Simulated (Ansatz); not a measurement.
| atom | x (Å) | y (Å) | z (Å) |
| --- | --- | --- | --- |
| B | 2.2537 | 0.7963 | -0.7329 |
| C | 1.1223 | 1.0224 | 0.2909 |
| Si | -0.4625 | 0.1368 | -0.3177 |
| Si | -0.3267 | -2.2170 | -0.1694 |
| C | -1.8934 | 0.7910 | 0.7762 |
| F | -1.8910 | 2.1837 | 0.7400 |
| H | 2.3758 | 1.5241 | -1.6899 |
| H | 3.0011 | -0.1500 | -0.6352 |
| H | 1.3223 | 0.6059 | 1.2927 |
| H | 0.7857 | 2.0703 | 0.3747 |
| H | -0.7604 | 0.5275 | -1.7278 |
| H | 0.0412 | -2.6269 | 1.2200 |
| H | 0.7057 | -2.7409 | -1.1112 |
| H | -1.6429 | -2.8375 | -0.5095 |
| H | -2.8727 | 0.4264 | 0.4168 |
| H | -1.7809 | 0.4651 | 1.8265 |

All numbers below come from RKS B3LYP/def2-SVP in Ansatz 0.2.0.

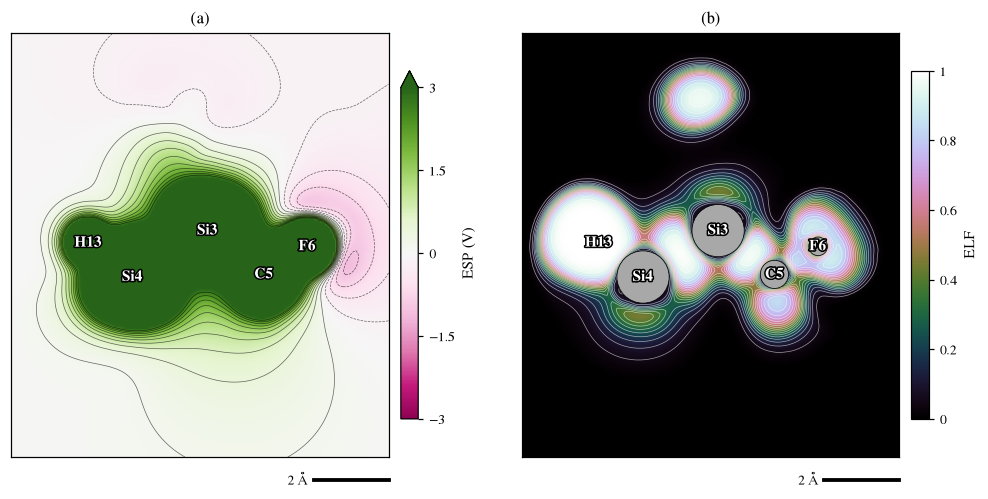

C$_{2}$H$_{10}$BFSi$_{2}$. (a) electrostatic potential; (b) ELF on the plane of atoms Si3, Si4 and H13. Grey discs cover the atomic cores in the ELF map.

Interpret the plot.

Atoms in the plane: Si, C, F and H. C–F (1.39 Å): the ELF peaks at about 0.85 between the atoms (a polar covalent bond). C–Si (1.92 Å): the ELF peaks at about 1 between the atoms; a shared electron pair. Si–Si (2.36 Å): the ELF peaks at about 1 between the atoms, as expected for localised, covalent bonding. Si–H (1.49 Å): the ELF climbs to about 1 towards the hydrogen, as it does in any bond to H. The ELF also peaks beside F6, away from the bonds: lone-pair regions. Outside the dense part of the molecule the potential is most negative (−1.1 V) near F6.
